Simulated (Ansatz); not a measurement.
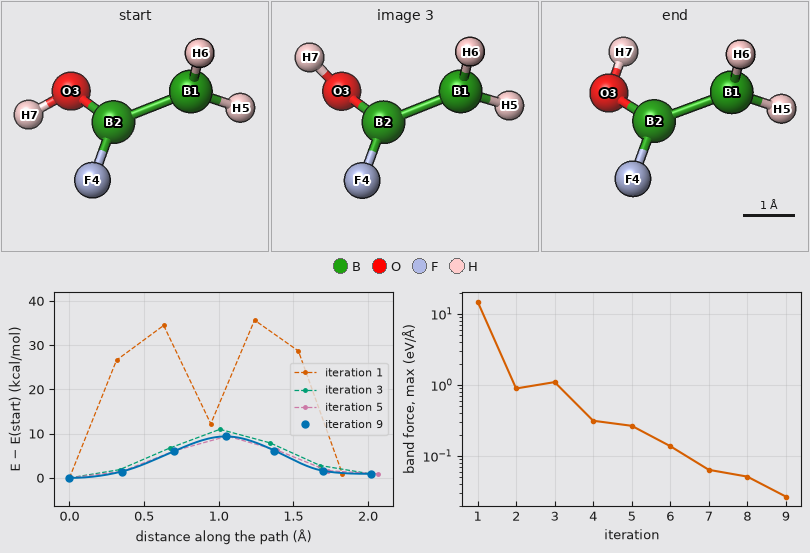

NEB run on B₂H₃OF. Images are numbered from 0 (start) to 6 (end). The plot follows the band through its iterations. Style: ball-and-stick. Shown at a tilt.

All numbers below come from Ansatz 0.2.0, RKS PBE-D4/def2-SVPD.

Input
```yaml
crystal:
  periodic: [false, false, false]
  atoms:
    - { symbol: B, position_ang: [-0.740036, 0.981202, -0.153533] }
    - { symbol: B, position_ang: [0.284714, -0.375102, -0.122532] }
    - { symbol: O, position_ang: [0.707372, -0.949954, 1.037063] }
    - { symbol: F, position_ang: [0.706515, -0.917174, -1.302813] }
    - { symbol: H, position_ang: [-1.948189, 0.868011, -0.186297] }
    - { symbol: H, position_ang: [-0.300988, 2.112813, -0.168288] }
    - { symbol: H, position_ang: [1.290612, -1.719807, 0.8964] }
basis:
  gaussian: { orbitals: def2-SVPD }
hamiltonian:
  xc: pbe
  dispersion: d4
neb:
  order_check: false
  images: 5
  f_tol: 0.05
  max_iterations: 60
  final_atoms:
    - { symbol: B, position_ang: [-0.65140259, 0.86335401, -0.10497413] }
    - { symbol: B, position_ang: [0.36464328, -0.47772978, -0.34912384] }
    - { symbol: O, position_ang: [0.95153399, -1.2671883, 0.59751898] }
    - { symbol: F, position_ang: [0.64733131, -0.83431537, -1.627071] }
    - { symbol: H, position_ang: [-1.8576366, 0.74709407, -0.02507773] }
    - { symbol: H, position_ang: [-0.21155523, 1.99114363, -0.00732966] }
    - { symbol: H, position_ang: [0.75708583, -1.02236925, 1.51605736] }
  initial_path:
    images:
      - { positions_ang: [[-0.740036, 0.981202, -0.153533], [0.284714, -0.375102, -0.122532], [0.707372, -0.949954, 1.037063], [0.706515, -0.917174, -1.302813], [-1.948189, 0.868011, -0.186297], [-0.300988, 2.112813, -0.168288], [1.290612, -1.719807, 0.8964]] }
      - { positions_ang: [[-0.72275753, 0.95872168, -0.14170985], [0.2536557, -0.41788215, -0.16395283], [0.6499435, -1.05777977, 0.95469829], [0.67412759, -0.92672856, -1.35542778], [-1.91704758, 0.88672851, -0.18610986], [-0.25753222, 2.05921457, -0.1059918], [1.31961055, -1.50228528, 0.99849382]] }
      - { positions_ang: [[-0.70547906, 0.93624135, -0.12988671], [0.22259739, -0.4606623, -0.20537366], [0.592515, -1.16560553, 0.87233359], [0.64174017, -0.93628311, -1.40804256], [-1.88590615, 0.90544602, -0.18592271], [-0.21407645, 2.00561613, -0.0436956], [1.34860909, -1.28476356, 1.10058764]] }
      - { positions_ang: [[-0.68820059, 0.91376103, -0.11806356], [0.19153909, -0.50344245, -0.24679448], [0.5350865, -1.2734313, 0.78996888], [0.60935276, -0.94583767, -1.46065734], [-1.85476473, 0.92416353, -0.18573557], [-0.17062067, 1.9520177, 0.01860061], [1.37760764, -1.06724184, 1.20268146]] }
      - { positions_ang: [[-0.67593459, 0.89695869, -0.11370042], [0.24924049, -0.49487156, -0.28090427], [0.67390233, -1.2713503, 0.72581892], [0.62201228, -0.90866357, -1.51612856], [-1.85572202, 0.86514038, -0.13218296], [-0.18426552, 1.96505968, 0.00995719], [1.17076704, -1.05228431, 1.30714009]] }
      - { positions_ang: [[-0.66366859, 0.88015635, -0.10933727], [0.30694188, -0.48630067, -0.31501405], [0.81271816, -1.2692693, 0.66166895], [0.6346718, -0.87148947, -1.57159978], [-1.85667931, 0.80611722, -0.07863034], [-0.19791038, 1.97810165, 0.00131377], [0.96392644, -1.03732678, 1.41159873]] }
      - { positions_ang: [[-0.65140259, 0.86335401, -0.10497413], [0.36464328, -0.47772978, -0.34912384], [0.95153399, -1.2671883, 0.59751898], [0.64733131, -0.83431537, -1.627071], [-1.8576366, 0.74709407, -0.02507773], [-0.21155523, 1.99114363, -0.00732966], [0.75708583, -1.02236925, 1.51605736]] }
```

Command:
```bash
ansatz run input.yaml --threads 2 --pin off --max-ram 3072MiB --backend cpu --events-out ev --progress --plain --runs-dir out
```

Judge this run.

Answer. The result is final at these settings. The band converged in 9 iterations. The largest component of the band force went from 15 to 0.027 eV/Å. The climbing image converged on the top of the path. Its vibrational analysis gives one imaginary mode (590i cm⁻¹), as a transition state must have. The first iteration put the highest image at 35.7 kcal/mol. The energy climbs by 9.4 kcal/mol to image 3 and then falls by 8.5 kcal/mol, so the end point sits at +0.9 kcal/mol.
